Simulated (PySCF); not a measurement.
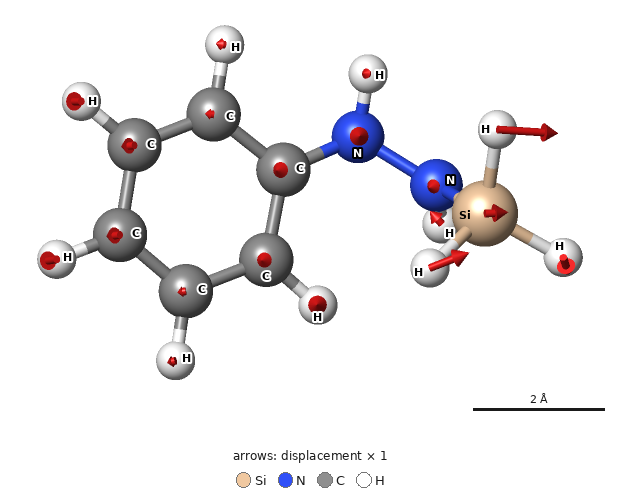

This is a relaxation of C$_{6}$H$_{10}$N$_{2}$Si. The starting structure is drawn; red arrows show the displacements, at their true length. The two geometries are superimposed by the best rigid fit.

A ball-and-stick model, seen face on.

The start comes from GFN2-xTB. Its atoms were then displaced at random by about 0.01 Å.

These are results of PySCF, PBE0-D3(BJ)/def2-SVP geometry optimisation, gas phase, not measurements. 

> Describe the change and its energy.

Over 25 geometry steps the energy falls by 29.5 kJ/mol. The largest move after the best rigid fit is that of an H atom, 1.01 Å. By element the largest moves are H 1.01 Å, N 0.66 Å, Si 0.38 Å, C 0.32 Å. Some distances before and after: H–Si 1.431 → 1.494 Å, C–N 1.341 → 1.389 Å, N–N 1.419 → 1.372 Å, C–C 1.355 → 1.389 Å. Bond angles that change, for instance: N–Si–H 103.9° → 112.4°, N–N–H 108.8° → 116.4°, H–Si–H 115.3° → 109.2°.
